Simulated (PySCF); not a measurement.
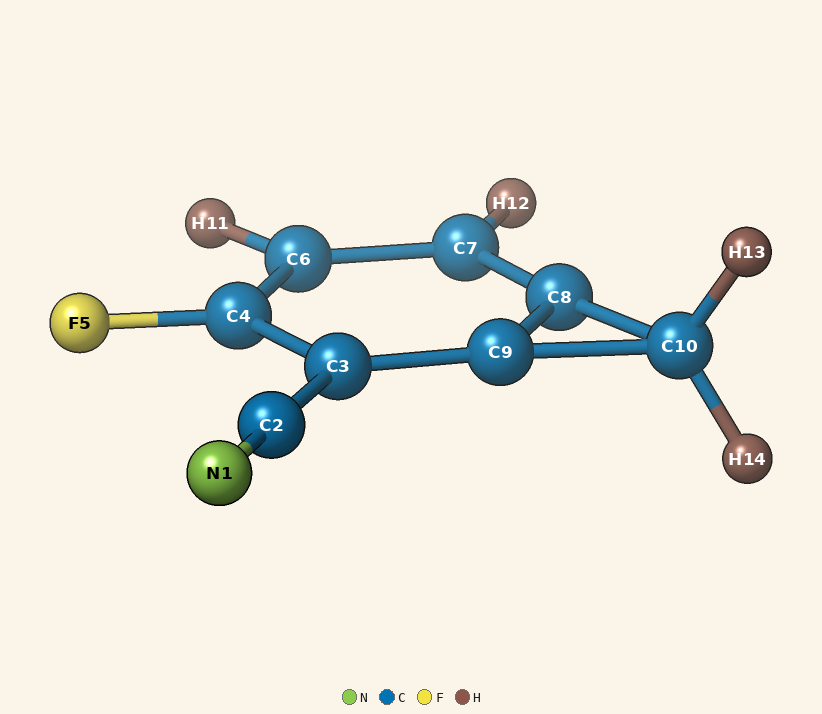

Distant atoms are faded towards the background colour. The geometry was computed by an optimisation with PBE0-D3(BJ)/def2-SVP. No frequency run is at hand to confirm it as a minimum.

How is the 6-membered ring C3–C4–C6–C7–C8–C9 puckered?

It is planar. The Cremer–Pople amplitude Q is 0.00 Å.

Give the torsion angles round the ring, beginning with the bond from its second to its third atom.

0°, 0°, 0°, 0°, 0°, 0°.
